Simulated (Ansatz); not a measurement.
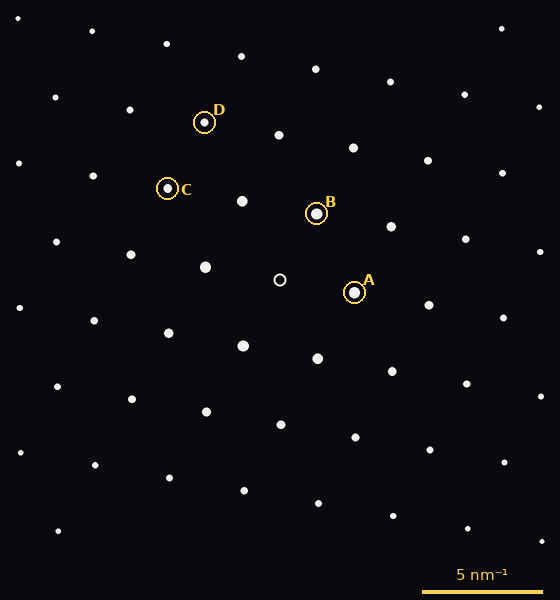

Computed electron diffraction pattern, 80 kV, single scattering only, B = 0.5 Å². The zone axis points towards the electron source and the pattern is seen from the source side.

The sample is Yb, space group Fm-3m (No. 225), a = 5.49 Å. Structure: the input geometry of an electronic-structure calculation (not necessarily at equilibrium).

```
Yb
1.0
     5.49000    0.00000    0.00000
     0.00000    5.49000    0.00000
     0.00000    0.00000    5.49000
Yb
4
Direct
  0.00000 0.00000 0.00000
  0.00000 0.50000 0.50000
  0.50000 0.00000 0.50000
  0.50000 0.50000 0.00000
```

Spot A is indexed -1 1 -1 and spot B -1 1 1.

Give hkl for C, D.

Answer. C = −2A + B = 1 -1 3 (d = 1.655 Å). D = −2A + 2B = 0 0 4 (d = 1.372 Å).

Find the zone axis.

Answer. The cross product of A and B is parallel to [110]; every spot obeys hu + kv + lw = 0.

What are the spacings of A and B and the angle between them?

Answer. d(A) = 3.170 Å, d(B) = 3.170 Å, and the angle is 70.5°.
